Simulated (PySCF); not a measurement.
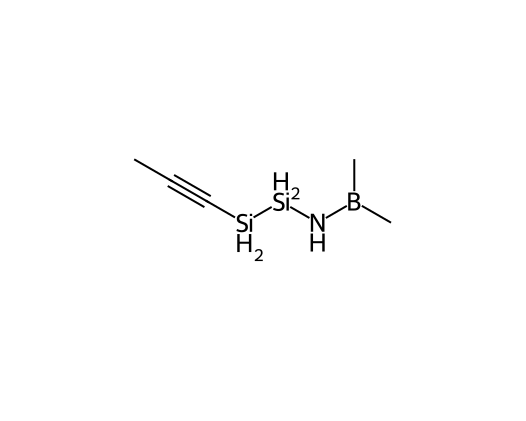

Computed geometry: GFN2-xTB optimisation. No frequency run is at hand to confirm it as a minimum. Properties computed with PBE0/pcSseg-1, gas phase (PySCF 2.14.0).

Predict the main results.

The species is C₅H₁₄BNSi₂ (`CC#C[SiH2][SiH2]NB(C)C`).
- dipole moment: 1.92 D
- HOMO energy (Kohn–Sham orbital): −7.29 eV
- LUMO energy (Kohn–Sham orbital): −0.38 eV
- HOMO–LUMO gap: 6.91 eV

The geometry is semi-empirical. Around B, Si such bond lengths and angles can be off by a tenth of an ångström or more and by several degrees, and values that hang on the shape move with them.
